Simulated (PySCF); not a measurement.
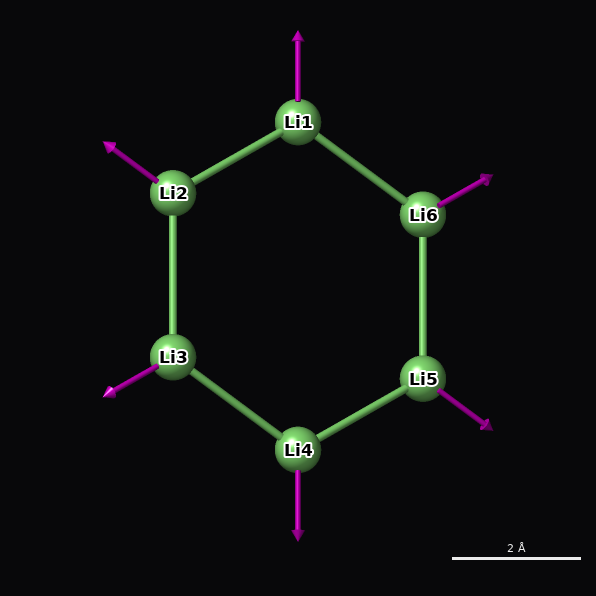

Arrows show the forces on the atoms, 2 Å of arrow for 1 eV/Å; forces under a tenth of the largest aren't drawn. Level of theory: RHF/6-31G (PySCF).

List the force components in the frame of the picture (x right, y up, z towards the viewer), in eV/Å.

| atom | Fx | Fy | Fz |
| --- | --- | --- | --- |
| Li1 | 0.00 | 0.56 | −0.09 |
| Li2 | −0.43 | 0.32 | 0.20 |
| Li3 | −0.43 | −0.24 | 0.28 |
| Li4 | 0.00 | −0.56 | 0.09 |
| Li5 | 0.43 | −0.32 | −0.20 |
| Li6 | 0.43 | 0.24 | −0.28 |
